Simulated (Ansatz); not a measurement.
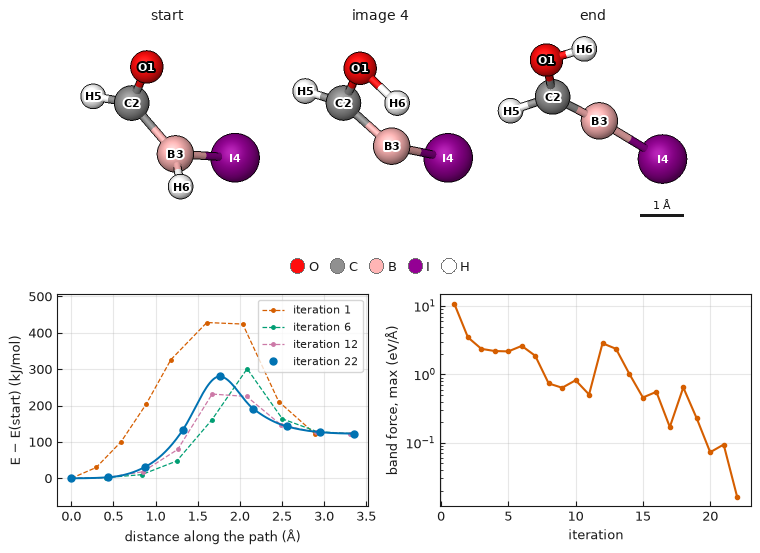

NEB run on CH₂BIO. Images are numbered from 0 (start) to 8 (end). The plot follows the band through its iterations. A ball-and-stick model, seen from a free direction.

Method: RKS PBE/def2-SVP in Ansatz 0.2.0.

The input:
```yaml
crystal:
  periodic: [false, false, false]
  atoms:
    - { symbol: O, position_ang: [-0.707984, 1.5632, 0.001338] }
    - { symbol: C, position_ang: [-0.050811, 0.688204, -0.560939] }
    - { symbol: B, position_ang: [-0.14767, -0.655945, 0.250296] }
    - { symbol: I, position_ang: [1.51131, -1.204427, 1.464019] }
    - { symbol: H, position_ang: [0.561939, 0.910504, -1.485409] }
    - { symbol: H, position_ang: [-1.166783, -1.301536, 0.330695] }
basis:
  gaussian: { orbitals: def2-SVP }
hamiltonian:
  xc: pbe
neb:
  order_check: false
  images: 7
  f_tol: 0.05
  max_iterations: 60
  final_atoms:
    - { symbol: O, position_ang: [-1.40629843, 0.61590733, -0.51741983] }
    - { symbol: C, position_ang: [-0.05626488, 0.39290545, -0.39019471] }
    - { symbol: B, position_ang: [0.75508178, -0.4562767, 0.40506871] }
    - { symbol: I, position_ang: [2.0600809, -1.62320658, 1.4801676] }
    - { symbol: H, position_ang: [0.52422515, 1.03981579, -1.08095637] }
    - { symbol: H, position_ang: [-1.87682351, 0.03085472, 0.1033346] }
  initial_path:
    images:
      - { positions_ang: [[-0.707984, 1.5632, 0.001338], [-0.050811, 0.688204, -0.560939], [-0.14767, -0.655945, 0.250296], [1.51131, -1.204427, 1.464019], [0.561939, 0.910504, -1.485409], [-1.166783, -1.301536, 0.330695]] }
      - { positions_ang: [[-0.76474664, 1.52237478, -0.01095291], [-0.08703384, 0.64147728, -0.50912043], [-0.08764487, -0.72163854, 0.2464442], [1.56679851, -1.2011841, 1.46840994], [0.53641037, 0.84231859, -1.43022782], [-1.16378252, -1.083348, 0.23544703]] }
      - { positions_ang: [[-0.82150929, 1.48154957, -0.02324381], [-0.12325668, 0.59475056, -0.45730186], [-0.02761975, -0.78733209, 0.24259239], [1.62228701, -1.1979412, 1.47280087], [0.51088173, 0.77413317, -1.37504665], [-1.16078203, -0.86516001, 0.14019906]] }
      - { positions_ang: [[-0.87827193, 1.44072435, -0.03553472], [-0.15947952, 0.54802384, -0.40548329], [0.03240538, -0.85302563, 0.23874059], [1.67777552, -1.1946983, 1.47719181], [0.4853531, 0.70594776, -1.31986547], [-1.15778155, -0.64697201, 0.04495109]] }
      - { positions_ang: [[-0.93503457, 1.39989914, -0.04782562], [-0.19570236, 0.50129712, -0.35366472], [0.0924305, -0.91871918, 0.23488878], [1.73326403, -1.1914554, 1.48158275], [0.45982446, 0.63776234, -1.2646843], [-1.15478106, -0.42878401, -0.05029689]] }
      - { positions_ang: [[-1.05285054, 1.20390118, -0.16522417], [-0.16084299, 0.4741992, -0.36279722], [0.25809332, -0.80310856, 0.27743376], [1.81496825, -1.2993932, 1.48122896], [0.47592463, 0.7382757, -1.21875232], [-1.33529167, -0.31387433, -0.01188902]] }
      - { positions_ang: [[-1.1706665, 1.00790323, -0.28262272], [-0.12598362, 0.44710128, -0.37192972], [0.42375614, -0.68749794, 0.31997874], [1.89667246, -1.40733099, 1.48087517], [0.4920248, 0.83878906, -1.17282033], [-1.51580229, -0.19896465, 0.02651886]] }
      - { positions_ang: [[-1.28848247, 0.81190528, -0.40002128], [-0.09112425, 0.42000337, -0.38106221], [0.58941896, -0.57188732, 0.36252372], [1.97837668, -1.51526879, 1.48052139], [0.50812498, 0.93930243, -1.12688835], [-1.6963129, -0.08405497, 0.06492673]] }
      - { positions_ang: [[-1.40629843, 0.61590733, -0.51741983], [-0.05626488, 0.39290545, -0.39019471], [0.75508178, -0.4562767, 0.40506871], [2.0600809, -1.62320658, 1.4801676], [0.52422515, 1.03981579, -1.08095637], [-1.87682351, 0.03085472, 0.1033346]] }
```

Run as
```bash
ansatz run input.yaml --threads 1 --pin off --max-ram 2048MiB --backend cpu --events-out ev --progress --plain --runs-dir out
```

How did the profile develop, and is the result final?

The result is final at these settings. The band converged in 22 iterations. The largest component of the band force went from 11 to 0.016 eV/Å. The climbing image converged on the top of the path. Its vibrational analysis gives one imaginary mode (2031i cm⁻¹), as a transition state must have. The first iteration put the highest image at 428.4 kJ/mol. The energy climbs by 280.1 kJ/mol to image 4 and then falls by 157.1 kJ/mol, so the end point sits at +123.0 kJ/mol.

Cost: 5.2 min on 1 thread of Arm Neoverse V1, with other jobs on the host, peak memory 0.14 GiB.
